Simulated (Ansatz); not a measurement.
**Fields on a plane of GaN (zinc blende)**

```
GaN
1.0
    0.00000     2.24896     2.24896
    2.24896     0.00000     2.24896
    2.24896     2.24896     0.00000
N Ga
1 1
Direct
  0.75000   0.75000   0.75000
  0.00000   0.00000   0.00000
```

The slice is a {110} plane (indices of the conventional cell) through the point (0.750, 0.750, 0.750) (fractional), spanned by u = [100] and v = [1 -1 -1] in vectors of this cell: u (3.18 Å) and v (4.50 Å, at 90° to u). It covers one period; positions are fractions (u, v).

Atoms on it: N at (0.00, 0.00); Ga at (0.50, 0.75).

Calculation: r2SCAN (plane waves to 500 eV, PAW, scalar-relativistic; Ansatz, a program for electronic structure). k mesh 13×13×13. Near the nuclei the fields are pseudised (PAW); where an atom keeps semicore shells as valence, they peak there. GaN was relaxed with its symmetry unable to fall.

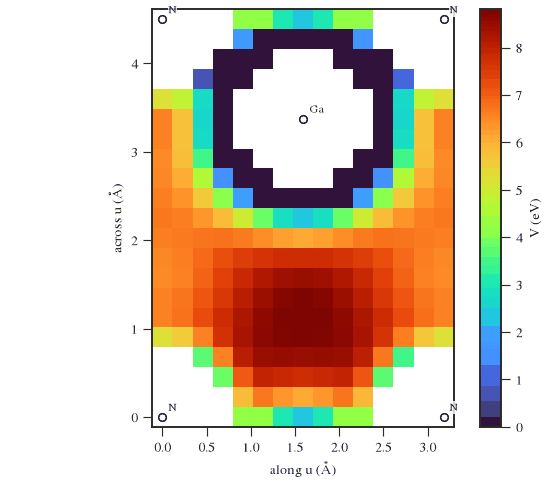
Figure. Electrostatic potential energy of an electron, from the cell's mean, in eV, one period of the plane, atoms marked. Points within 0.8 Å of a nucleus are left white, as the pseudised field means little there. Values under 0 eV are set to 0. The zero, the cell's mean, hangs on the PAW cores.

```tsv
v \ u	0.00	0.14	0.29	0.43	0.57	0.71	0.86
0.90	0.70	0.85	0.42	0.17	0.18	0.42	0.85
0.80	0.73	0.57	0.19	x	x	0.19	0.57
0.70	0.27	0.20	0.20	x	x	0.20	0.20
0.60	0.05	0.11	0.20	0.18	0.18	0.20	0.11
0.50	0.03	0.05	0.11	0.14	0.14	0.11	0.05
0.40	0.05	0.04	0.04	0.05	0.05	0.04	0.04
0.30	0.27	0.16	0.04	0.02	0.02	0.04	0.16
0.20	0.73	0.61	0.23	0.03	0.03	0.23	0.61
0.10	0.70	0.77	0.56	0.10	0.10	0.56	0.77
0.00	x	0.71	0.71	0.19	0.19	0.71	0.71
```

Values: electron localisation function (ELF). Points within 0.4 Å of a nucleus are blanked (x), as the pseudised field means little there.

| Item | Result |
|---|---|
| Density on the N–Ga line (1.95 Å) at its density minimum, 1.0 Å from N | 0.72 e/Å³ |
| ELF at that point | 0.4 |
| ELF maximum in the middle third of the N–Ga line | 0.85, 0.7 Å from N |
| Character of the N–Ga contact (rough rule: ELF there above 0.7 covalent, below 0.2 ionic, polar between) | polar, between covalent and ionic |
